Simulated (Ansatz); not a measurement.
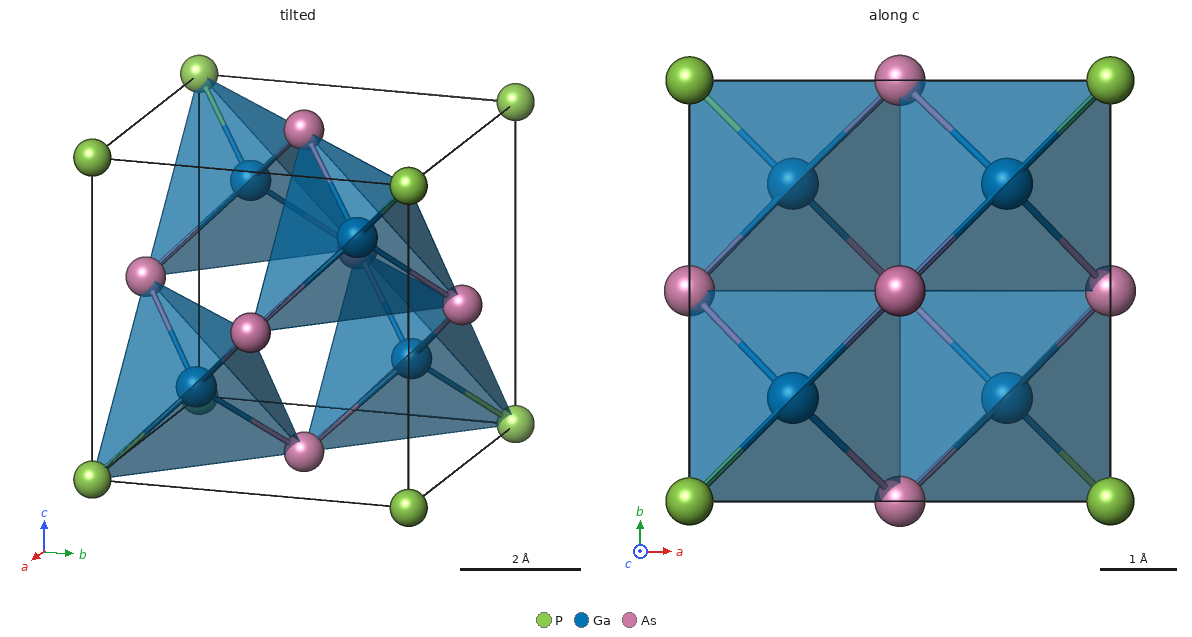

The figure gives a polyhedral picture of the atoms, viewed slightly off an axis and along the c axis. The edges of the conventional unit cell are marked.

Ga4As3P, space group P-43m (No. 215), a = 5.612 Å, b = 5.612 Å, c = 5.612 Å, α = 90.00°, β = 90.00°, γ = 90.00°. The structure was taken from a structure type filled with these elements by a generator (whether the compound takes this form wasn't checked). Earlier steps of the study, as a rule a relaxation of our own, may have changed the cell and positions, so they can lie some per cent off the listed ones. A calculation with Ansatz used it as input.

This one geometry was computed with Ansatz (DFT, plane waves, PAW) at five levels of theory: r2SCAN, PBE with spin-orbit coupling, HSE06, PBE and PBE0. It was relaxed beforehand with r2SCAN.

Q: Which level gives the highest pressure at this volume, and what does that say about its equilibrium volume?

A: Highest: PBE with spin-orbit coupling (2.7 GPa) and PBE (2.7 GPa), which points to the largest equilibrium volume. Lowest, with the smallest volume: r2SCAN (0.0 GPa) and PBE0 (0.4 GPa). Levels within 0.5 GPa of each other can't be told apart.

Q: How does the band gap change with the level of theory?

A: PBE with spin-orbit coupling: a gap of 0.69 eV, direct; PBE: a gap of 0.78 eV, direct; r2SCAN: a gap of 1.28 eV, direct; HSE06: a gap of 1.68 eV, direct; PBE0: a gap of 2.26 eV, direct.

Q: Collect the results in a table.

A:
| level | cutoff (eV) | k-mesh of the run's cell | gap (eV) | pressure (GPa) |
| --- | --- | --- | --- | --- |
| r2SCAN | 500 | 4×4×4 | 1.28 | 0.0 |
| PBE with spin-orbit coupling | 420 | 4×4×4 | 0.69 | 2.7 |
| HSE06 | 420 | 4×4×4 | 1.68 | 0.6 |
| PBE | 420 | 4×4×4 | 0.78 | 2.7 |
| PBE0 | 420 | 4×4×4 | 2.26 | 0.4 |

Gaps are taken on the k-mesh or band path of each run.
